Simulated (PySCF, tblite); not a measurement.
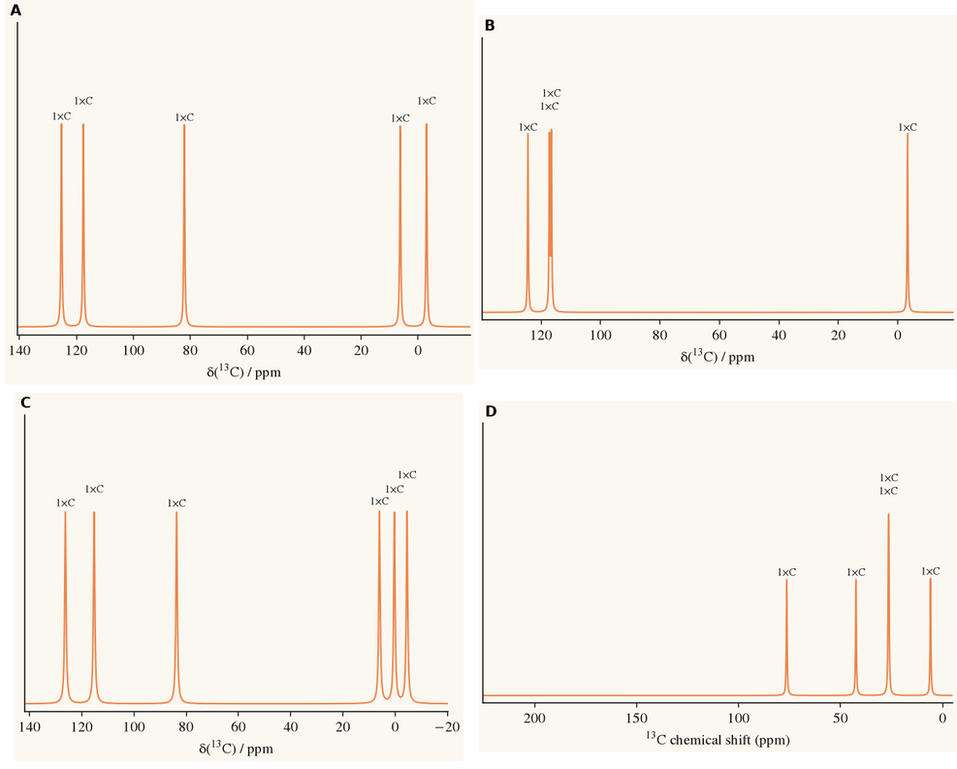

GIAO shifts, PBE0/pcSseg-1 in PySCF, at a GFN2-xTB geometry (a minimum by its frequencies), against TMS for ¹³C computed at the same level. Gas phase, fully decoupled, line heights follow the number of nuclei, widths are arbitrary (no quadrupolar broadening); values of one conformer, averaged over methyl-type rotors and exact or near symmetry; other conformers aren't averaged in.

> Pair each panel with its molecule.
1. C₆H₁₁NSi₂, SMILES CC#C[Si@@](C)(C#N)C[SiH3]
2. C₅H₁₁NSi₃, SMILES CC#C[Si@@]([SiH3])(C#N)C[SiH3]
3. C₄H₁₁NSi₄, SMILES N#C[Si@@]([SiH3])(C#C[SiH3])C[SiH3]
4. C₅H₁₂OSi, SMILES C[C@@H](O)[C@H]1CC[SiH2]1

A: 2 (125.2 (1 C), 117.5 (1 C), 82.0 (1 C), 6.2 (1 C), −3.1 (1 C) ppm)
B: 3 (124.3 (1 C), 117.1 (1 C), 116.4 (1 C), −3.4 (1 C) ppm)
C: 1 (126.1 (1 C), 115.1 (1 C), 83.6 (1 C), 5.9 (1 C), 0.1 (1 C), −4.7 (1 C) ppm)
D: 4 (76.2 (1 C), 42.3 (1 C), 26.4 (1 C), 26.2 (1 C), 5.8 (1 C) ppm)

Limits of at least one run: the tight-binding geometry is rougher than a DFT one and adds to the error.
